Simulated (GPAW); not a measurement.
Band structure of PtAl₂ (Fm-3m, 3 atoms in the cell).

```
CELL_PARAMETERS angstrom
      0.00000     2.97628     2.97628
      2.97628     0.00000     2.97628
      2.97628     2.97628     0.00000
ATOMIC_POSITIONS crystal
  Al 0.25000 0.25000 0.25000
  Al 0.75000 0.75000 0.75000
  Pt 0.00000 0.00000 0.00000
```

Method: PBE, GPAW PAW datasets PBE (gpaw-data 1.0.1) (plane waves; GPAW 25.7.0).

Settings: mode = pw; ecut = 600 eV; xc = PBE; kpts = 7 7 7; mesh shift (steps) = 0 0 0; occupations.name = fermi-dirac; occupations.width = 0.1 eV; nbands = -11; convergence.density = 1e-05 e/electron; symmetry.symmorphic = false; symmetry.tolerance = 0.0005; maxiter = 150; bandpath_npoints = 40.

The starting cell has typed, rounded lattice constants, without a prior relaxation at this level. Its lattice was rescaled by a random factor within 2.5 % of one. Spin-orbit coupling is off. Spin polarisation is off.

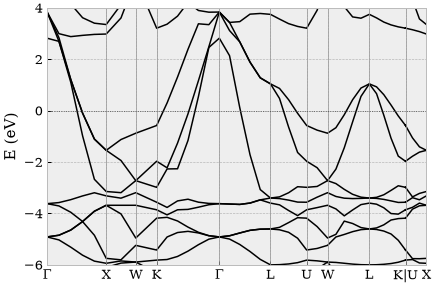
Bands along the path, energies from the Fermi level.

Levels in eV from the Fermi level, bands 8 to 15:
| point | 8 | 9 | 10 | 11 | 12 | 13 | 14 | 15 |
|---|---|---|---|---|---|---|---|---|
| Γ | -3.62 | -3.62 | 2.82 | 3.84 | 3.84 | 3.84 | 5.28 | 5.28 |
| X | -3.68 | -3.31 | -3.15 | -1.54 | -1.54 | 2.98 | 3.35 | 8.10 |
| W | -3.68 | -3.19 | -2.72 | -2.72 | -0.88 | 5.11 | 5.11 | 6.17 |
| K | -3.86 | -3.56 | -2.98 | -1.97 | -0.58 | 3.21 | 5.37 | 6.72 |
| L | -3.60 | -3.40 | -3.40 | 1.04 | 1.04 | 3.75 | 5.05 | 5.05 |
| U | -3.86 | -3.56 | -2.98 | -1.97 | -0.58 | 3.21 | 5.37 | 6.72 |

Bands cross the Fermi level along this path, so the cell is metallic at this level.
